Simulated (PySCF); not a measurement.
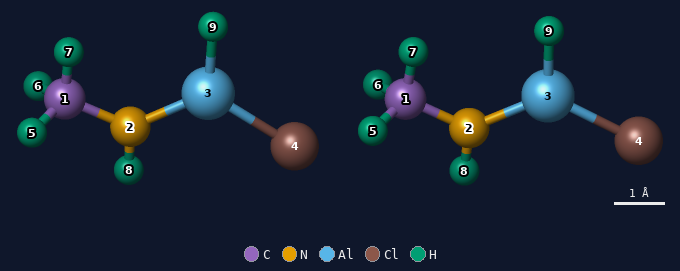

Two geometries of CH$_{5}$AlClN, drawn at one scale. One is the start of a relaxation, the other its converged end. Style: ball-and-stick. Shown at a tilt.

Level of theory: PySCF, PBE0-D3(BJ)/def2-SVP geometry optimisation, gas phase. 

Which of the two is the end point?

Answer. The left one is the relaxed one. The start comes from GFN2-xTB. Its atoms were then displaced at random by about 0.01 Å. The largest move after the best rigid fit is that of Cl4, 0.17 Å. By element the largest moves are Cl 0.17 Å, H 0.13 Å, Al 0.07 Å, N 0.05 Å, C 0.02 Å. Near-neighbour distances that change, for instance: Al3–H9 1.532 → 1.573 Å, Al3–Cl4 2.071 → 2.107 Å, C1–N2 1.428 → 1.445 Å, C1–H5 1.090 → 1.105 Å. Among the angles between lasting bonds that change: N2–Al3–Cl4 124.4° → 117.2°, N2–Al3–H9 117.9° → 121.6°, Cl4–Al3–H9 117.7° → 121.2°. Over 4 geometry steps the energy falls by 0.070 eV.
